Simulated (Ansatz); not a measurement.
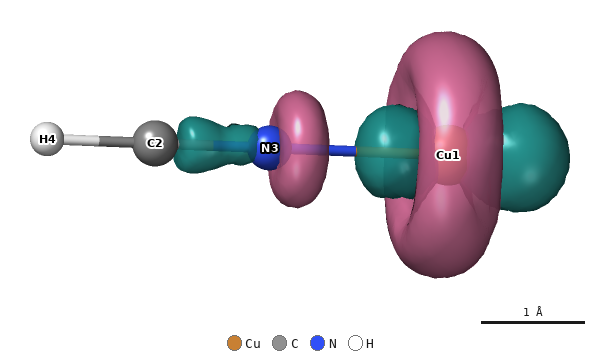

The picture shows: CHCuN (charge +1). The HOMO at ±0.15 Å⁻³ᐟ² (teal and pink are the two phases), seen from one side.

Geometry: rigid move from PBE0-D4/def2-TZVP.

Computed with Ansatz, RKS PBE0-D4/def2-TZVPPD.

```yaml
atoms:
  - { symbol: Cu, position_ang: [-1.6359, 1.4819, -0.4155] }
  - { symbol: C, position_ang: [0.4924, -0.4460, 0.1251] }
  - { symbol: N, position_ang: [-0.3375, 0.3057, -0.0857] }
  - { symbol: H, position_ang: [1.2759, -1.1559, 0.3240] }
```

Describe this orbital and give its energy.

By Hirshfeld shares it lies mainly on Cu1 (about 90 %) and N3 (about 5 %); it is of σ type. Its energy is −13.89 eV.
